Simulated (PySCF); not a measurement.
## Electronic structure of C₇H₁₁FO in real space

The calculation's input:

```
{"job": {"kind": "nmr", "xc": "PBE0", "basis": "pcSseg-1"}, "charge": 0, "multiplicity": 1}
C      2.224242    -0.654319     0.636945
C      1.417109     0.102394    -0.386545
C      0.829039     1.441805    -0.054807
C     -0.071822     0.256439    -0.263446
C     -0.995260     0.182289    -1.469730
O     -2.295395     0.335126    -0.939783
C     -2.325722    -0.361143     0.285171
C     -0.901099    -0.313752     0.872602
F     -0.506247    -1.595061     1.214044
H      2.151503    -1.725960     0.463551
H      1.869701    -0.448465     1.643170
H      3.271498    -0.363291     0.571101
H      1.777648    -0.027045    -1.401509
H      0.830021     2.218025    -0.804947
H      0.951630     1.809641     0.953438
H     -0.896824    -0.794290    -1.970493
H     -0.832795     0.979023    -2.195695
H     -2.596016    -1.415109     0.128514
H     -3.074029     0.113033     0.920505
H     -0.832329     0.271339     1.794878
```

Run with:

```sh
OMP_NUM_THREADS=1 python probes_run.py task.json out
```

Geometry: GFN2-xTB.

Level of theory: PBE0/pcSseg-1, SCF density, gas phase, non-relativistic (PySCF 2.14.0).

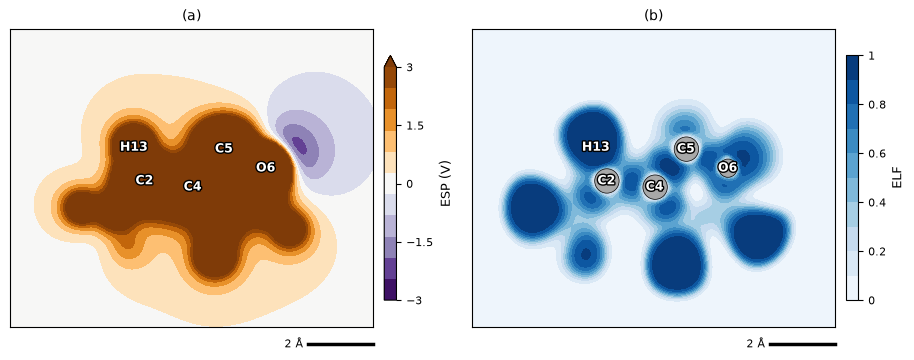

Figure 1. (a) electrostatic potential; (b) electron localisation function on the plane of atoms C4, C5 and O6. Grey discs cover the atomic cores in the ELF map.

**What does the map show?**

- The section cuts through C, O and H sites.
- C–O (1.41 Å): the ELF peaks at about 0.90 between the atoms: a polar covalent bond.
- C–C (1.50 Å): the ELF peaks at about 0.90 between the atoms (a shared electron pair).
- C–H (1.08 Å): the ELF climbs to about 1 towards the hydrogen, as it does in any bond to H (an ordinary covalent bond to hydrogen).
- C–C (1.52 Å): the ELF peaks at about 0.95 between the atoms; localised, covalent bonding.
- The ELF also peaks beside O6, away from the bonds: lone-pair regions.
- Outside the dense part of the molecule the potential is most negative (−2.1 V) near O6.

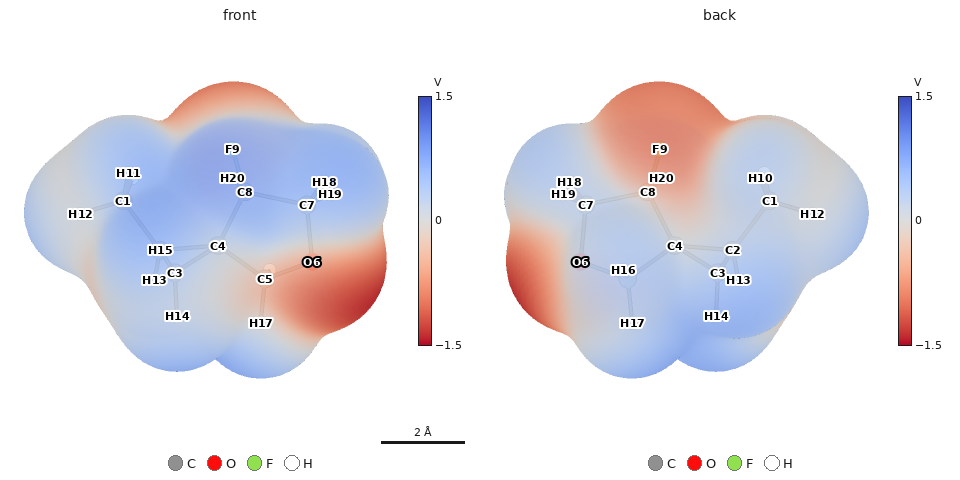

Figure 2. The molecular electrostatic potential painted on the density surface at 0.001 e/bohr³, seen from the front and from behind; red is negative and blue positive.

**Which sites attract a positive test charge, and which a negative one?**

A positive charge is drawn to the negative regions and a negative charge to the positive ones. The most negative region (about −1.4 V, or −32 kcal/mol for a unit charge) lies over O6, the most positive (about +0.7 V, or +16 kcal/mol for a unit charge) over H15 and H20. O6 is the likeliest acceptor of a hydrogen bond.

**What dipole moment does the calculation give?**

Its dipole moment is 1.34 D.
